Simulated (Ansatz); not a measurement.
# C2H2ClGa (SMILES C#[C][GaH][Cl]): HF/STO-3G

What is the vertical ionisation energy of C2H2ClGa at HF/STO-3G? 

Program for the calculation: Ansatz 0.2.0.

56 further runs of the same task are left out: 56 set aside as unsound or not needed. Runs told in other sessions of the task aren't counted.

**1. The molecule**

The species is C2H2ClGa (6 atoms), meant as a singlet with charge 0. SMILES: `C#[C][GaH][Cl]`. Geometry: relaxed at PBE0-D4/def2-TZVP.

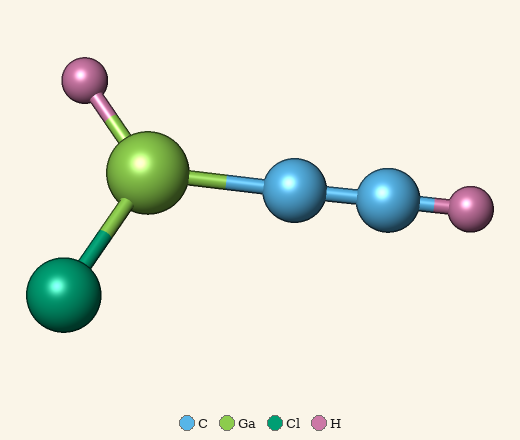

Viewed from a chosen angle; carbon blue, gallium green, chlorine teal, hydrogen pink.

**2. The energy at HF/STO-3G**

Input file in.yaml:

```yaml
crystal:
  periodic: [false, false, false]
  atoms:
    - {symbol: C, position_ang: [0.577800, 1.057900, -1.454500]}
    - {symbol: C, position_ang: [0.247000, 0.412500, -0.488700]}
    - {symbol: Ga, position_ang: [-0.252900, -0.587200, 1.048000]}
    - {symbol: Cl, position_ang: [-1.745400, -2.085600, 0.724100]}
    - {symbol: H, position_ang: [0.867100, 1.625700, -2.309900]}
    - {symbol: H, position_ang: [0.306500, -0.423300, 2.481100]}
basis:
  gaussian:
    orbitals: STO-3G
hamiltonian:
  xc: hf
accuracy: high
output:
  orbitals: {seedname: orbitals}
```

Launch:

```console
$ ansatz run in.yaml --threads 1 --pin off --max-ram 2610MiB --events-out events.jsonl --progress --plain --runs-dir runs
```

What it wrote:

```text
Warning: RAYON_NUM_THREADS=1 ignored (pool sized by the plan → 1); use --threads N
Functional definition: HF
  name "HF"
  exchange = exact_x
  correlation = 0
653 factors; integrals over basis functions are off by at most 6.5e-9 eV
mean field evaluation 1: about -66160.9580 eV, gradient 1.6e1 eV
mean field evaluation 2: about -66160.9844 eV, gradient 1.6e1 eV
mean field evaluation 4: about -66162.4285 eV, gradient 1.3e0 eV
mean field evaluation 8: about -66162.4404 eV, gradient 4.1e-3 eV
mean field -66162.43966606 eV, -2431.4248112154 hartree, gradient 3.7e-8 eV, S^2 0.000000; 0 other end points of the search recorded, 0 dependent functions left out
reference -66162.43966606 eV, -2431.4248112154 hartree; 31, 31 occupied and 8, 8 virtual orbitals, 653 factors
Total energy: -66162.43966606 eV, -2431.4248112154 hartree
```

Wall time 0.2 s (1 thread of AMD EPYC 9R45 (Zen 5), shared host).

**3. The doublet cation**

Input file run.yaml:

```yaml
crystal:
  periodic: [false, false, false]
  atoms:
    - {symbol: C, position_ang: [0.577800, 1.057900, -1.454500]}
    - {symbol: C, position_ang: [0.247000, 0.412500, -0.488700]}
    - {symbol: Ga, position_ang: [-0.252900, -0.587200, 1.048000]}
    - {symbol: Cl, position_ang: [-1.745400, -2.085600, 0.724100]}
    - {symbol: H, position_ang: [0.867100, 1.625700, -2.309900]}
    - {symbol: H, position_ang: [0.306500, -0.423300, 2.481100]}
basis:
  gaussian:
    orbitals: STO-3G
total_charge: 1
accuracy: high
output: {orbitals: {seedname: orbitals}}
magnetization:
  spin_polarized: true
  initial_magnetization: 1
hamiltonian:
  xc: hf
```

Launch:

```console
$ ansatz run run.yaml --threads 1 --pin off --max-ram 2610MiB --events-out events.jsonl --progress --plain --runs-dir runs
```

What it wrote (excerpt; [...] marks lines left out):

```text
Warning: RAYON_NUM_THREADS=1 ignored (pool sized by the plan → 1); use --threads N
[... 2 set-up lines as earlier in the session ...]
[...]
651 factors; integrals over basis functions are off by at most 6.5e-9 eV
[...]
mean field -66158.08335849 eV, -2431.2647198649 hartree, gradient 1.6e-8 eV, S^2 0.917472; 3 other end points of the search recorded, 0 dependent functions left out
reference -66158.08335849 eV, -2431.2647198649 hartree; 31, 30 occupied and 8, 9 virtual orbitals, 651 factors
Total energy: -66158.08335849 eV, -2431.2647198649 hartree
```

Run time: 0.92 s. Hardware: 1 thread of AMD EPYC 9R45 (Zen 5), shared host; peak memory 0.13 GiB.

**4. Summary of results**

At HF/STO-3G:

| quantity | value |
| --- | --- |
| singlet C2H2ClGa: total energy | -2431.42481 Eh |
| singlet C2H2ClGa: HOMO energy | -8.40 eV |
| singlet C2H2ClGa: LUMO energy | 3.64 eV |
| singlet C2H2ClGa: HOMO–LUMO gap | 12.04 eV |
| doublet cation: total energy | -2431.26472 Eh |
| doublet cation: HOMO energy (highest over α and β) | -15.95 eV |
| doublet cation: LUMO energy (lowest over α and β) | -5.40 eV |
| doublet cation: ⟨S²⟩ | 0.917 |
| vertical ionisation energy (to the doublet cation), in doubt | 4.356 eV |

In words: Removing an electron at fixed nuclei costs 4.36 eV (420 kJ/mol). The negative HOMO energy of the first species, 8.40 eV, lies 4.05 eV above that difference. This ionisation energy lies far from the orbital energy or is small for a neutral ground state: the minimal basis may be the cause, the hole may sit in another orbital, or the first species is not in its lowest state. In a minimal basis such a difference can be off by several eV, whatever the method. ⟨S²⟩ (doublet cation) is 0.92 where a pure doublet has 0.75: the reference is spin-contaminated.
